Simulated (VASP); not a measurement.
Band structure of CdO (rock salt). These are rev-vdW-DF2, VASP's PBE PAW potentials (set 64) (plane waves; VASP 6.6.1) values and carry that method's errors.

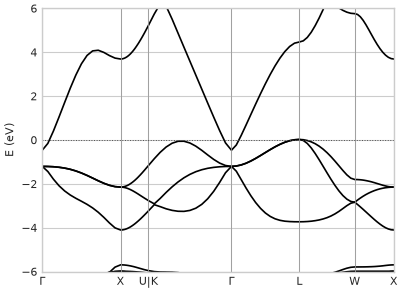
Figure. Bands along high-symmetry lines, zero at the valence-band maximum or, without a gap, the Fermi level

### Question
Read the plot: is there a gap, and where are the band edges?

### Answer
It has no gap at this level: it comes out as a metal or semimetal. (Edges off the drawn lines would not show.)

The compound is CdO in the rock salt structure. It was relaxed first.
